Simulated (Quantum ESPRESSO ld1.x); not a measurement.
Run report: Ca³⁺, atomic calculation

- system: Ca³⁺ (Z = 20, 17 electrons) in the configuration [Ne] 3s2 3p5 (high spin).
- method: non-relativistic Kohn-Sham, LDA (Slater exchange, Perdew-Zunger correlation), spin-polarised, spherical densities, point nucleus (Quantum ESPRESSO ld1.x 7.5)

**Input**
```
 &input
    zed=20.0,
    iswitch=1,
    rel=0,
    lsd=1,
    dft='PZ',
    config='[Ne] 3s2 3p5',
    verbosity='high',
    prefix='ld1',
    max_out_wfc=37,
    file_charge='ld1.rho',
 /
```

**Output**
```
     Program LD1 v.7.5 starts

     --------------------------- All-electron run ----------------------------

     atomic number is 20.00
     dft =PZ   lsd =1 sic =0 latt =0  beta=0.20 tr2=1.0E-14
     Exchange-correlation= PZ
                           (   1   1   0   0   0   0   0)
     mesh =1827 r(mesh) = 100.71228 a.u. xmin = -7.00 dx = 0.00800
     1 Ry =  13.60569312 eV

     n l     nl                  e(Ry)          e(Ha)          e(eV)
     1 0     1S 1( 1.00)    -290.575226447    -145.287613224  -3953.4773602
     2 0     2S 1( 1.00)     -32.721776577     -16.360888288   -445.2024505
     2 1     2P 1( 3.00)     -27.211826833     -13.605913417   -370.2357652
     3 0     3S 1( 1.00)      -5.822920135      -2.911460068    -79.2248644
     3 1     3P 1( 3.00)      -4.427898381      -2.213949190    -60.2446265
     1 0     1S 2( 1.00)    -290.550226976    -145.275113488  -3953.1372251
     2 0     2S 2( 1.00)     -32.696663259     -16.348331629   -444.8607664
     2 1     2P 2( 3.00)     -27.180683482     -13.590341741   -369.8120383
     3 0     3S 2( 1.00)      -5.730957951      -2.865478975    -77.9736552
     3 1     3P 2( 2.00)      -4.340321930      -2.170160965    -59.0530882

     final scf error:  1.9E-15 reached in  21 iterations

     Etot =   -1346.369373 Ry,    -673.184687 Ha,  -18318.288524 eV
     Total magnetization:    1.00 Bohr mag.

     Ekin =    1344.357568 Ry,     672.178784 Ha,   18290.916515 eV
     Encl =   -3148.926943 Ry,   -1574.463471 Ha,  -42843.333649 eV
     Eh   =     524.588916 Ry,     262.294458 Ha,    7137.395805 eV
     Exc  =     -66.388914 Ry,     -33.194457 Ha,    -903.267195 eV

     normalization and overlap integrals

     s(1S/1S) =  1.000000  <r> =   0.0775  <r2> =    0.0081  r(max) =   0.0508
     s(1S/2S) = -0.000000
     s(1S/3S) =  0.000000
     s(2S/2S) =  1.000000  <r> =   0.3677  <r2> =    0.1601  r(max) =   0.3025
     s(2S/3S) = -0.000000
     s(2P/2P) =  1.000000  <r> =   0.3288  <r2> =    0.1338  r(max) =   0.2477
     s(2P/3P) = -0.000000
     s(3S/3S) =  1.000000  <r> =   1.1292  <r2> =    1.4644  r(max) =   0.9883
     s(3P/3P) =  1.000000  <r> =   1.2042  <r2> =    1.6920  r(max) =   1.0205
     s(1S/1S) =  1.000000  <r> =   0.0775  <r2> =    0.0081  r(max) =   0.0508
     s(1S/2S) = -0.000000
     s(1S/3S) =  0.000000
     s(2S/2S) =  1.000000  <r> =   0.3676  <r2> =    0.1600  r(max) =   0.3025
     s(2S/3S) = -0.000000
     s(2P/2P) =  1.000000  <r> =   0.3288  <r2> =    0.1337  r(max) =   0.2477
     s(2P/3P) = -0.000000
     s(3S/3S) =  1.000000  <r> =   1.1325  <r2> =    1.4739  r(max) =   0.9883
     s(3P/3P) =  1.000000  <r> =   1.2102  <r2> =    1.7106  r(max) =   1.0287

     ------------------------ End of All-electron run ------------------------
```

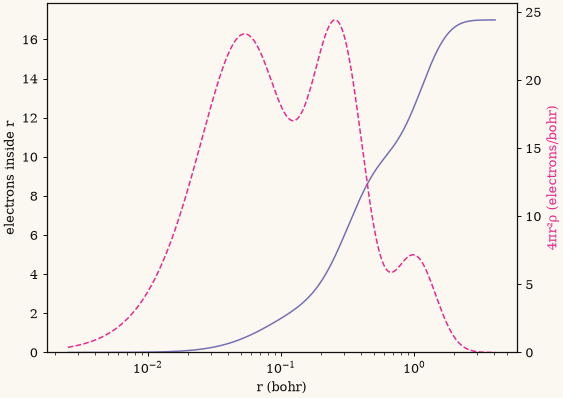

*The number of electrons inside radius r (solid) and the radial density 4πr²ρ (dashed).*

The count levels off at 17 electrons. Half of them lie within 0.437 bohr, 90 % within 1.46 bohr and 99 % within 2.27 bohr. The radial density has minima at 0.123 and 0.673 bohr, where the count stands at 2.1 and 10.4; these part the shells that the density resolves.

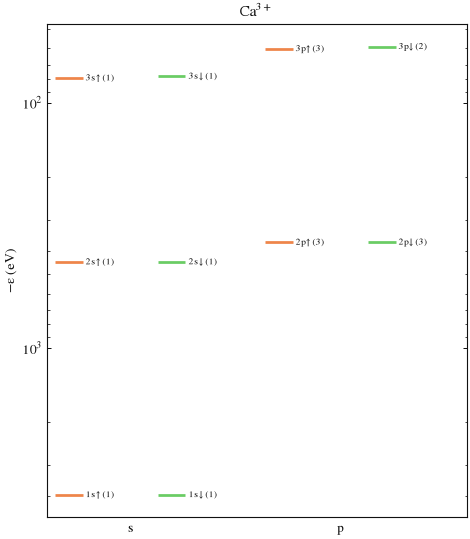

*All occupied levels, on a logarithmic scale of binding energy, are drawn by angular momentum (occupations in brackets, up spins at the left of each column and down spins at the right).*

The highest occupied level is 3p down at −59.1 eV. The highest 4 occupied levels, from the top down, are 3p down (−59.1 eV), 3p up (−60.2 eV), 3s down (−78.0 eV), 3s up (−79.2 eV). The largest exchange splitting (down less up) among the shells drawn in both spins is that of 3s, 1.25 eV. The semi-empirical ionisation energy (NIST) is 67.3 eV; minus the highest level, 59.1 eV, lies 12 % below it, as is usual for a semilocal functional, whose potential decays too fast.

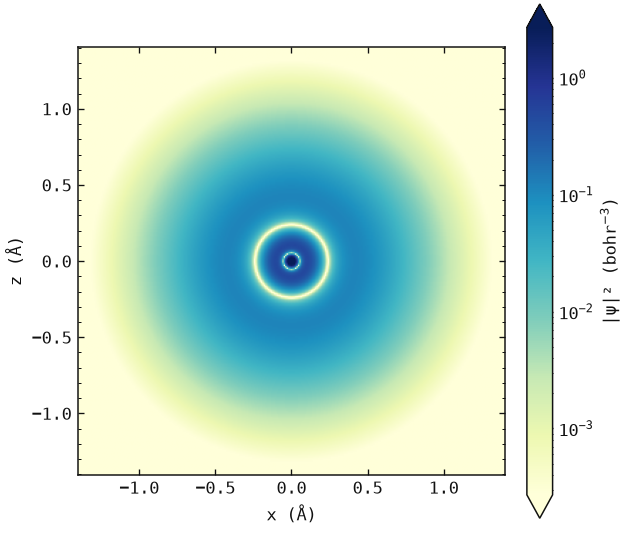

*The 3s orbital of up spin. In the xz plane through the nucleus, the colour gives |ψ|² on a logarithmic scale. (1 bohr = 0.529 Å.) The radial function comes from the spherical calculation and is multiplied by a real spherical harmonic; the overall sign is chosen so that the largest lobe of P(r) is positive.*

It has no angular node and 2 radial nodes, at r = 0.102 and 0.454 bohr. The outermost maximum of P² lies at 0.988 bohr, ⟨r⟩ = 1.13 bohr, 90 % of the charge lies within 1.68 bohr, and the eigenvalue is −79.2 eV, with 1 electron in the shell for this spin.

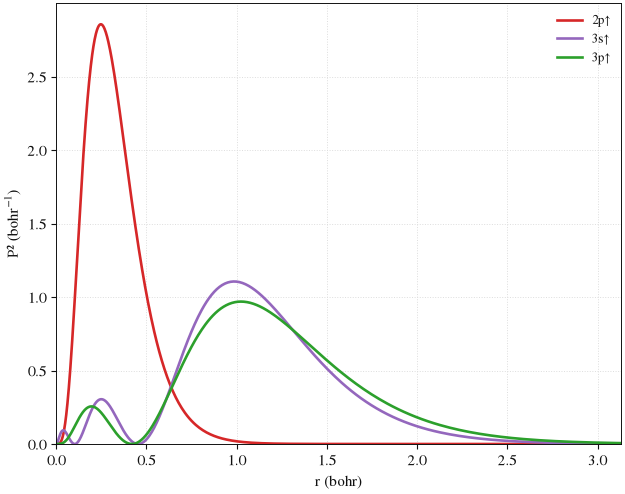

*The radial probability densities P² of 3p up, 2p up and 3s up.*

2p up: outer maximum at 0.248 bohr, ⟨r⟩ = 0.329 bohr, 0 nodes, eigenvalue −370.2 eV; 3s up: outer maximum at 0.988 bohr, ⟨r⟩ = 1.13 bohr, 2 nodes, eigenvalue −79.2 eV; 3p up: outer maximum at 1.02 bohr, ⟨r⟩ = 1.20 bohr, 1 node, eigenvalue −60.2 eV.

**Summary**

| quantity | value |
| --- | --- |
| outcome | converged |
| total energy | −673.184686 hartree |
| kinetic energy | 672.178784 hartree |
| electron–nucleus energy | −1574.4635 hartree |
| Hartree energy | 262.294458 hartree |
| exchange–correlation energy | −33.194457 hartree |
| radius at density 0.001 e/bohr³ | 2.81 bohr |
| SCF iterations | 21 |
| hardware | 1 CPU thread, shared host |
| wall time | 0.61 s |
